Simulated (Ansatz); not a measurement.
**AsH4Si (SMILES [SiH2-][AsH2]) (charge −1): density, localisation and related maps**

Input file:

```
crystal:
  periodic: [false, false, false]
  atoms:
    - { symbol: Si, position_ang: [0.00249, -1.06958, 0.38831] }
    - { symbol: As, position_ang: [-0.03989, 1.09222, -0.43805] }
    - { symbol: H, position_ang: [1.11203, -1.56872, -0.55371] }
    - { symbol: H, position_ang: [-1.15457, -1.59186, -0.48281] }
    - { symbol: H, position_ang: [1.10491, 1.55306, 0.46193] }
    - { symbol: H, position_ang: [-1.02497, 1.58488, 0.62434] }
total_charge: -1
basis:
  gaussian: { orbitals: def2-SVPD }
hamiltonian:
  xc: b3lyp
  dispersion: d4
relax:
  f_tol: 0.015
  max_steps: 40
output:
  orbitals: {}
```

Run with:

```sh
ansatz run input.yaml --threads 2 --pin off --max-ram 3072MiB --backend cpu --events-out ev --progress --plain --runs-dir out
```

The fields are those of the relaxed geometry.

All numbers below come from Ansatz 0.2.0, RKS B3LYP-D4/def2-SVPD.

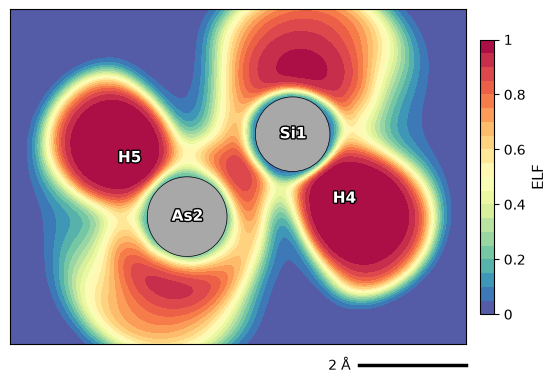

Figure 1. ELF on the plane of atoms Si1, As2 and H5. Grey discs cover the atomic cores.

Describe what can be read from this map.

- The plane passes through Si, As and H nuclei.
- Si–As (2.51 Å): the ELF peaks at about 0.90 between the atoms (a shared electron pair).
- As–H (1.54 Å): the ELF climbs to about 1 towards the hydrogen, as it does in any bond to H.
- Si–H (1.55 Å): the ELF climbs to about 1 towards the hydrogen.
- The ELF also peaks beside As2 and Si1, away from the bonds: lone-pair regions.

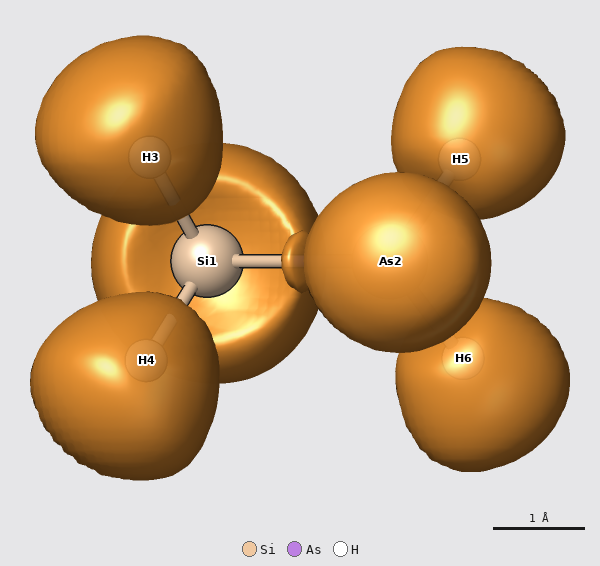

Figure 2. Isosurface of the electron localisation function at 0.85 (orange), seen across its widest extent. Core shells and regions of very low density are left out.

Describe the localisation domains.

The ELF exceeds this value in one region between bonded As–Si atoms (shared pairs), four regions around hydrogen nuclei, one lobe on As, pointing away from the bonds (lone pairs) and one lobe on Si, pointing away from the bonds (lone pairs).

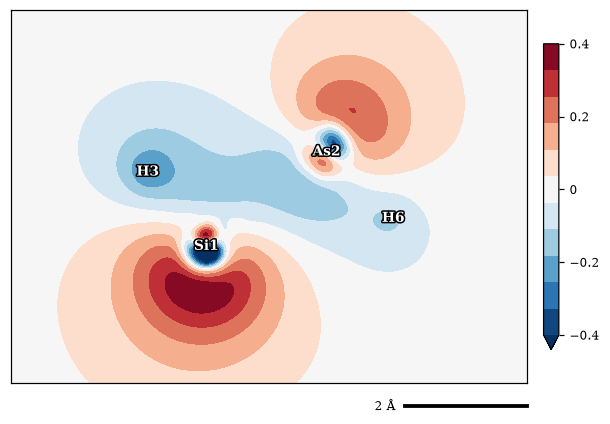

Figure 3. The HOMO on the plane of atoms Si1, As2 and H6 (values in Å⁻³ᐟ²; the overall sign is arbitrary).

Describe this orbital and give its energy.

It lies mainly on Si1 (about 65 %) and As2 (about 20 %). Its energy is −0.09 eV.
